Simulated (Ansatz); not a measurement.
Computed scan of one atom of the cell: MoSi2 (MoSi2 type, space group I4/mmm)

MoSi₂ (MoSi2 type, space group I4/mmm)

```yaml
crystal:
  lattice:
    - [-1.60850, 1.60850, 3.93661]
    - [1.60850, -1.60850, 3.93661]
    - [1.60850, 1.60850, -3.93661]
  atoms:
    - { symbol: Mo, position: [0.00000, 0.00000, 0.00000] }
    - { symbol: Si, position: [0.33511, 0.33511, 0.00000] }
    - { symbol: Si, position: [0.66489, 0.66489, 0.00000] }
```

In this cell atom 1 (Mo, nearest neighbour Si at 2.619 Å; its periodic images, 3.2 Å or more away, move with it) is moved by s along Cartesian z, unit vector (0.000, 0.000, 1.000); all other atoms and the cell stay fixed.

Computed with PBE (plane waves to 420 eV, PAW, scalar-relativistic; Ansatz, an electronic-structure program). k mesh 16×16×16 (Γ-centred), Fermi-Dirac smearing 0.05 eV. The energy includes the smearing's −TS. With partly filled bands, energies and forces of such displacements shift with the k mesh and the smearing. MoSi2 is run without spin polarisation. MoSi2 was relaxed with its symmetry unable to fall. The PAW data are Ansatz's earlier set. ΔE is measured from the undisplaced structure.

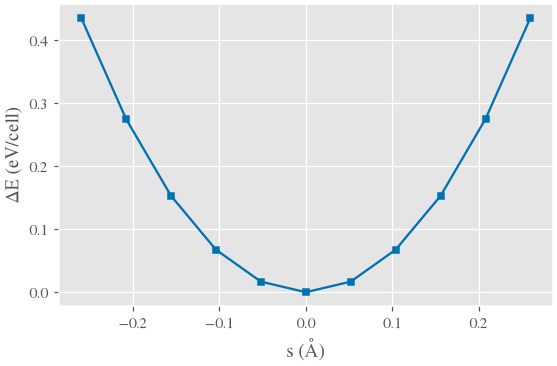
Figure: ΔE (eV/cell) against s (Å); computed points joined by lines.

The force constant k = d²E/ds² at s = 0 (finite differences) is 12.4 eV/Å² and the force along the line at s = -0.260 Å comes out as 3.48 eV/Å. Harmonic estimate at the end of the scan: ½ks² = 420 meV/cell against the computed 436 meV/cell, so the well is close to harmonic there. Symmetry of the curve: even: the same for both signs. Shape of the curve: a single well with its minimum at or next to zero displacement.

The forces along the line at the two nearest points give (0.648 − (-0.648)) / (2·0.052) = 12.46 eV/Å²; the next pair corrects for the finite step.

(A displaced cell: forces are minus the slopes of the energy, force constants its curvatures, and phonons follow from these.)
